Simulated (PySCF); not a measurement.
Vertical excitations of a molecule C₄H₇BF₂ from TDA-PBE/def2-SVPD run with PySCF, as energy in eV (oscillator strength): 5.00 (0.001), 6.03 (0.001), 6.39 (0.020), 6.59 (0.007), 6.65 (0.004), 6.78 (0.029). Lowest triplet (TDA): 4.43 eV. Geometry: PBE-D3(BJ)/def2-SVP. Other conformers were not sampled.

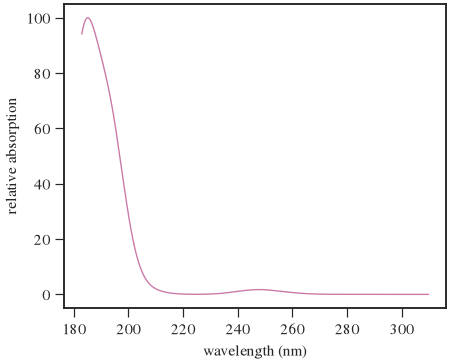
Fig. 1. The lines broadened by 0.4 eV.

**Question.** Which molecule gave these data?
A. C=C(C)CB(F)F
B. FB1CCC[C@H]1F
C. CB(F)C1(F)CC1
D. CC1(B(F)F)CC1

**Answer.** B, FB1CCC[C@H]1F
